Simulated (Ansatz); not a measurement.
BrH$_{2}$InO$_{2}$···HCl

The calculation's input:

```
crystal:
  periodic: [false, false, false]
  atoms:
    - { symbol: In, position_ang: [0.025513, 0.585399, -0.462702] }
    - { symbol: Cl, position_ang: [-0.027999, 0.052998, 3.132038] }
    - { symbol: O, position_ang: [1.756119, -0.229093, -0.903952] }
    - { symbol: H, position_ang: [1.788335, -1.055529, -1.360986] }
    - { symbol: O, position_ang: [-1.768385, -0.092838, -0.889882] }
    - { symbol: H, position_ang: [-1.937012, -1.023194, -0.929324] }
    - { symbol: Br, position_ang: [0.13053, 2.933659, 0.617308] }
    - { symbol: H, position_ang: [0.027299, 1.349198, 2.866999] }
basis:
  gaussian: { orbitals: def2-SVP }
hamiltonian:
  xc: hf
relax:
  f_tol: 0.03
  max_steps: 50
output:
  orbitals: {}
```

Run with:

```sh
ansatz run input.yaml --threads 2 --pin off --max-ram 3072MiB --backend cpu --events-out ev --progress --plain --runs-dir out
```

The fields are those of the run's last geometry, not of the input's.

Core potentials replace the inner electrons of In.

Level of theory: RHF/def2-SVP (Ansatz).

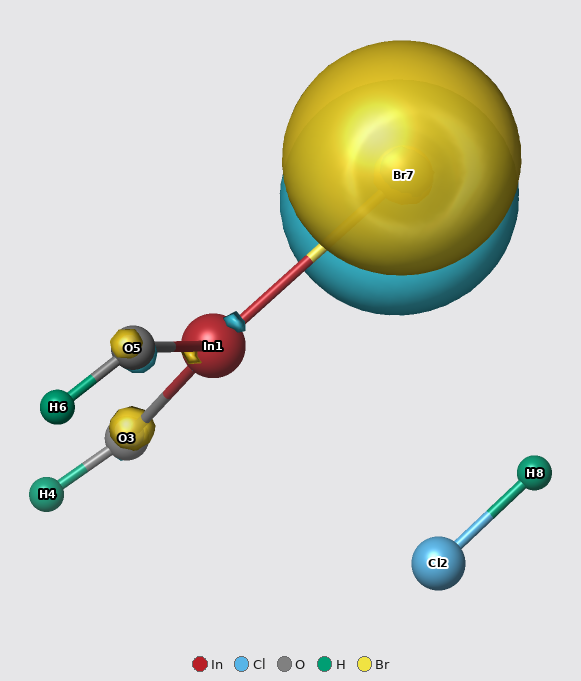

Figure 1. The HOMO at ±0.15 Å⁻³ᐟ² (yellow and cyan are the two phases), seen from one side.

**Describe this orbital and give its energy.**

Its weight (Hirshfeld) is mainly on Br7 (about 90 %); largely a lone pair of Br7. Its energy is −11.24 eV.

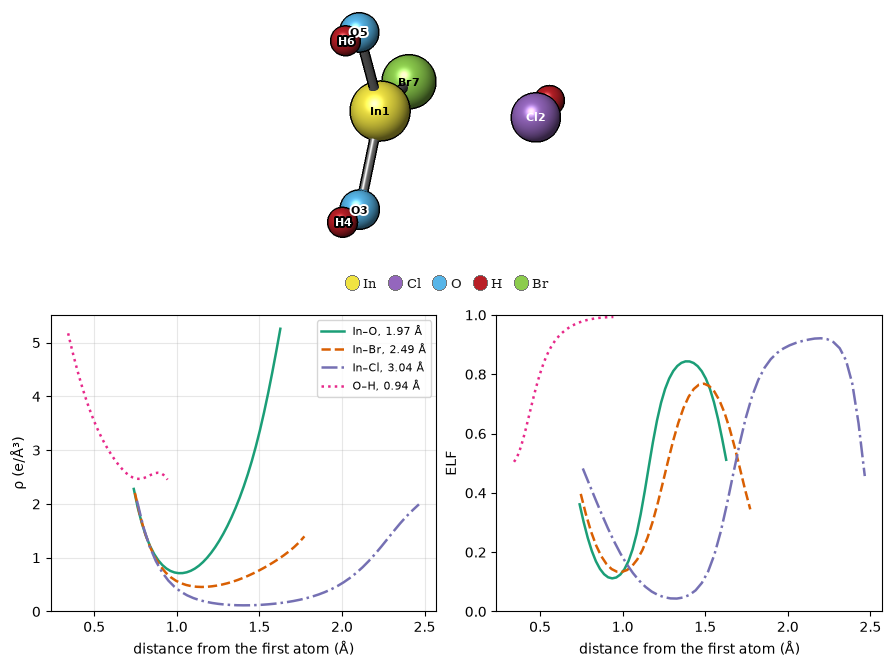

Figure 2. Electron density and electron localisation function along straight lines between neighbouring atoms. The curves leave out the atomic cores. The structure is drawn too.

**What can be read from the curves?**

In–O (1.97 Å): ρ at the midpoint is about 0.73 e/Å³; the ELF peaks at about 0.85 in the valence shell of O, 0.6 Å from its nucleus, and drops to about 0.10 between the two atoms.
In–Br (2.49 Å): the density is about 0.48 e/Å³ at the midpoint; the ELF peaks at about 0.75 in the valence shell of Br, 1.0 Å from its nucleus, and drops to about 0.15 between the two atoms.
In1···Cl2 (3.04 Å): the density falls to about 0.11 e/Å³ on the way; the ELF dips to about 0.05 between them.
O–H (0.94 Å): ρ at the midpoint is about 3.8 e/Å³; the ELF climbs to about 1 towards the hydrogen, as it does in any bond to H (a covalent bond by its length).

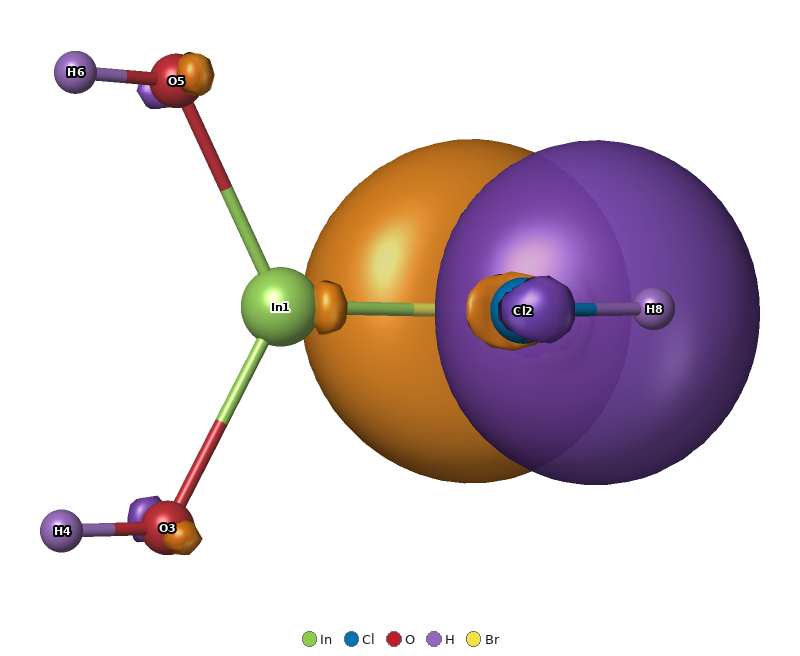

Figure 3. The HOMO−1 at ±0.1 Å⁻³ᐟ² (orange and purple are the two phases), seen across its widest extent.

**Where does this orbital lie, and at what energy?**

By Hirshfeld shares it lies mainly on Br7 (about 90 %); largely a lone pair of Br7. Its energy is −11.35 eV.
